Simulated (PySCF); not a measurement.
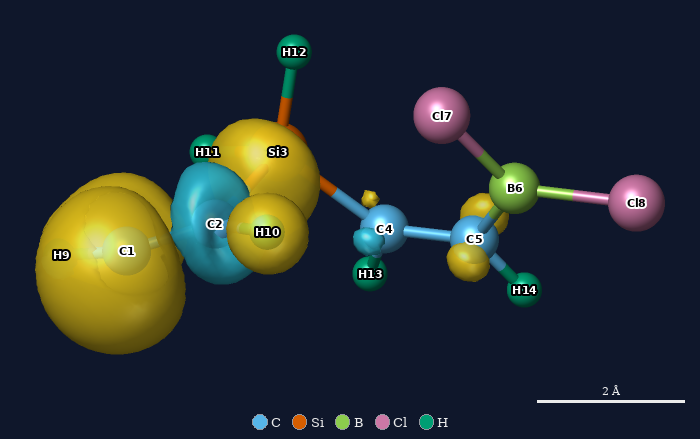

Figure 1: C$_{4}$H$_{6}$BCl$_{2}$Si (SMILES [H]/[C]=C\[SiH2]/C=C\B(Cl)Cl) (doublet). Isosurfaces of the spin density at +0.02 (yellow) and −0.02 e/Å³ (cyan), seen from one side.

Geometry: GFN2-xTB.

Level of theory: PySCF, UKS B3LYP, pcH-1 on B C Cl H Si, non-relativistic, mean-field spin-orbit, GIAO.

```tsv
atom	x (Å)	y (Å)	z (Å)
C	2.5710	-0.1315	1.7879
C	1.5761	0.2864	1.1338
Si	-0.1946	-0.6270	1.1062
C	-0.5356	-0.9913	-0.6858
C	-0.9741	-0.1741	-1.6767
B	-1.3325	1.3056	-1.5820
Cl	-1.0426	2.2432	-0.1523
Cl	-2.0364	2.1269	-2.9387
H	2.9534	-0.9081	2.4008
H	1.5212	1.1941	0.5595
H	-0.0075	-1.9122	1.7903
H	-1.0955	0.2293	1.8649
H	-0.3116	-2.0142	-0.9732
H	-1.0920	-0.6274	-2.6571
```

Where is the unpaired spin?

The unpaired spin (1 electron) lies mostly on C1 (about 0.7) and Si3 (about 0.1), in electrons by Hirshfeld's partition.
